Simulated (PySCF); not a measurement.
## Run report: C3H4O3, excited-state calculation

C3H4O3 (ethylene carbonate), computed with TDDFT CAM-B3LYP/def2-SVPD, vertical, gas phase, core orbitals frozen in the response (PySCF 2.14.0).

The geometry comes from this level: PBE0-D3(BJ)/def2-SVP.

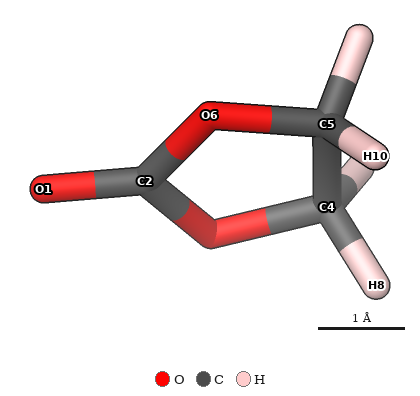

*The structure (stick view, seen at a tilt; atoms are numbered from 1 in the order of the input).*

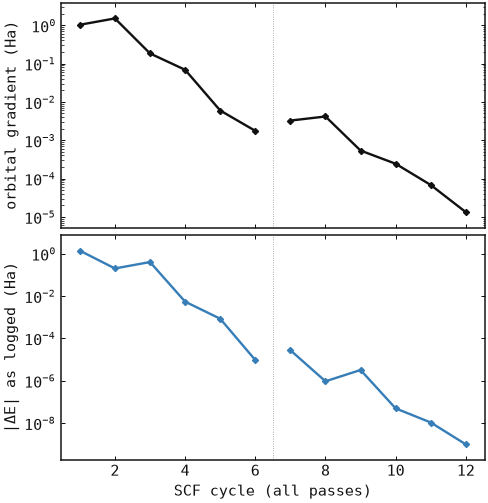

*Convergence of the self-consistent field: orbital gradient and size of the energy change against the SCF cycle. The dotted line marks the change from a coarse to the final integration grid.*

The first 6 cycles use a coarse grid, the final grid takes over at cycle 7, and the field converges after 12 cycles in all.

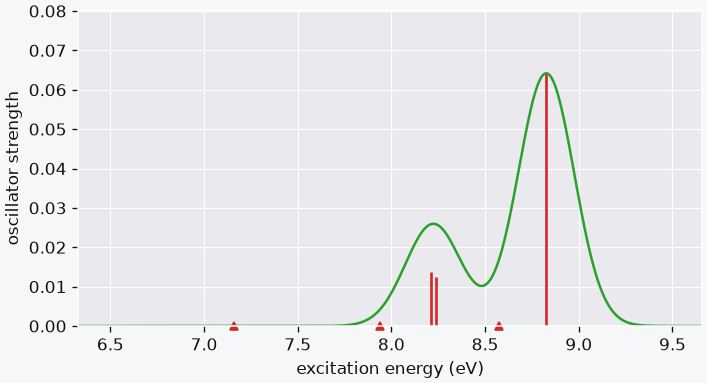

*Computed excitations as sticks (degenerate states added up, dark ones marked on the axis), with a Gaussian envelope of 0.35 eV full width at half maximum, scaled to the tallest.*

Of the 6 states the lowest lies at 7.16 eV (f = 0.000); the strongest line is at 8.83 eV, or 140 nm (f = 0.064).

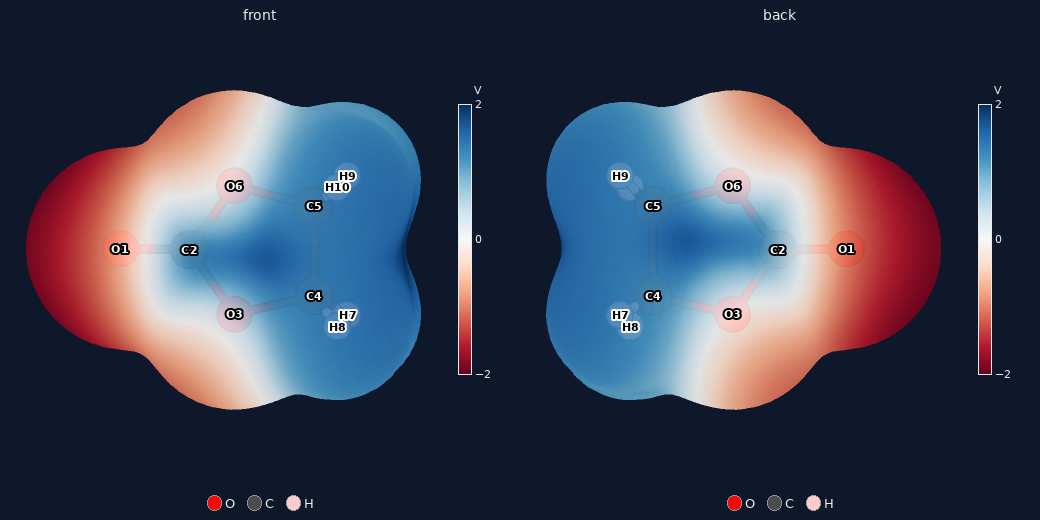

*The electrostatic potential painted on the density surface at 0.002 e/bohr³, seen face on and from behind; the colour scale runs from red (negative) to blue (positive).*

Its dipole moment is 5.60 D.

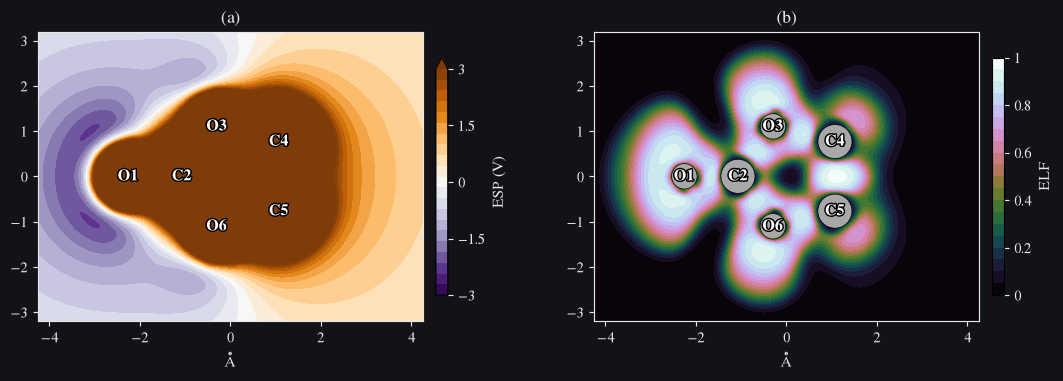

*(a) electrostatic potential; (b) ELF on the plane of atoms C4, C5 and O6. Grey discs, where drawn, cover atomic cores.*

The section cuts through O and C sites. C–O (1.18 Å): the ELF peaks at about 0.90 between the atoms; a multiple bond by its length, whose ELF region spreads away from the axis. C–C (1.54 Å): the ELF peaks at about 0.95 between the atoms (a shared electron pair).

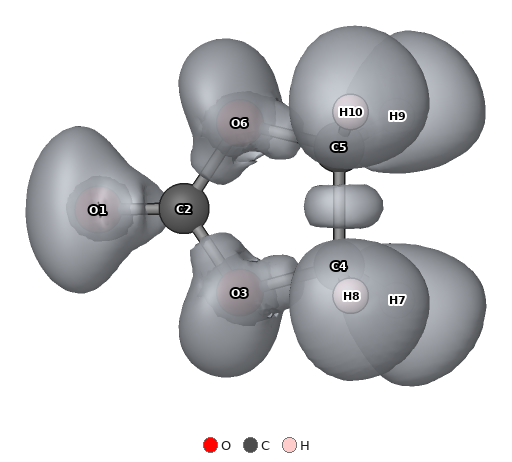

*Isosurface of the ELF at 0.75 (grey), seen at a tilt. Core shells and regions of very low density are left out.*

Values along the shortest contacts: C–O (1.18 Å): the ELF peaks at about 0.90 between the atoms (a multiple bond by its length, whose ELF region spreads away from the axis). C–C (1.54 Å): the ELF peaks at about 0.95 between the atoms, which marks localised, shared-pair bonding.

These pictures come from the run below.

### The input
```
{"job": {"kind": "uv", "xc": "CAM-B3LYP", "basis": "def2-SVPD", "dynamic": true, "nstates": 6, "ntriplets": 0}, "charge": 0, "multiplicity": 1}
O      2.549977     0.517005    -0.734376
C      1.432829     0.288550    -0.412885
O      0.897911    -0.943092    -0.293688
C     -0.453365    -0.877646     0.106722
C     -0.724027     0.631191     0.233240
O      0.509759     1.223111    -0.110902
H     -0.577614    -1.417156     1.057594
H     -1.081574    -1.362269    -0.655647
H     -0.998929     0.934601     1.254453
H     -1.502683     0.985440    -0.458922
```

The first line tells a small driver script what to run in PySCF; the rest is the geometry in Å.

Run as:
```bash
OMP_NUM_THREADS=1 python <driver script> task.json out
```

### Output
```
coarse grid: 9000 points
cycle   1  E = -341.7592280246  dE =  1.365e+00  |g| = 1.029e+00  |ddm| = 4.479e+00
cycle   2  E = -341.5623353969  dE =  1.969e-01  |g| = 1.506e+00  |ddm| = 2.725e+00
cycle   3  E = -341.9571386562  dE = -3.948e-01  |g| = 1.837e-01  |ddm| = 1.572e+00
cycle   4  E = -341.9624690028  dE = -5.330e-03  |g| = 6.879e-02  |ddm| = 2.339e-01
cycle   5  E = -341.9632996771  dE = -8.307e-04  |g| = 5.959e-03  |ddm| = 6.520e-02
cycle   6  E = -341.9633090104  dE = -9.333e-06  |g| = 1.756e-03  |ddm| = 1.039e-02
final grid: 88736 points
cycle   7  E = -342.0408768703  dE = -2.711e-05  |g| = 3.253e-03  |ddm| = 5.608e-02
cycle   8  E = -342.0408759476  dE =  9.227e-07  |g| = 4.159e-03  |ddm| = 1.006e-02
cycle   9  E = -342.0408791003  dE = -3.153e-06  |g| = 5.367e-04  |ddm| = 4.117e-03
cycle  10  E = -342.0408791487  dE = -4.837e-08  |g| = 2.429e-04  |ddm| = 7.173e-04
cycle  11  E = -342.0408791592  dE = -1.045e-08  |g| = 6.781e-05  |ddm| = 3.213e-04
cycle  12  E = -342.0408791601  dE = -9.682e-10  |g| = 1.326e-05  |ddm| = 8.154e-05
converged SCF energy = -342.0408791601

Static polarisability (au): isotropic 44.031, principal 34.453 42.049 55.591

Singlet excitations
state   eV       nm        f      main configurations
  1   7.1625    173.1   0.00000   H->L+3 0.60, H->L+4 0.37
  2   7.9396    156.2   0.00000   H-1->L 0.82, H-1->L+1 0.11
  3   8.2120    151.0   0.01370   H->L 0.67, H->L+1 0.29
  4   8.2366    150.5   0.01233   H-2->L 0.71, H-2->L+1 0.23
  5   8.5719    144.6   0.00000   H-1->L+1 0.80, H-1->L 0.13
  6   8.8264    140.5   0.06419   H-1->L+3 0.81, H-1->L+4 0.14
```

### Results in brief

```json
{"quantity": "outcome", "value": "converged"}
{"quantity": "total energy", "value": "−342.040879 hartree"}
{"quantity": "HOMO", "value": "−10.33 eV"}
{"quantity": "LUMO", "value": "0.78 eV"}
{"quantity": "dipole moment", "value": "5.60 D"}
{"quantity": "mean polarisability", "value": "44.03 a.u."}
{"quantity": "lowest excitation", "value": "7.16 eV"}
{"quantity": "hardware", "value": "1 CPU thread, shared host"}
{"quantity": "wall time", "value": "36 s"}
{"quantity": "peak memory", "value": "0.75 GiB"}
```
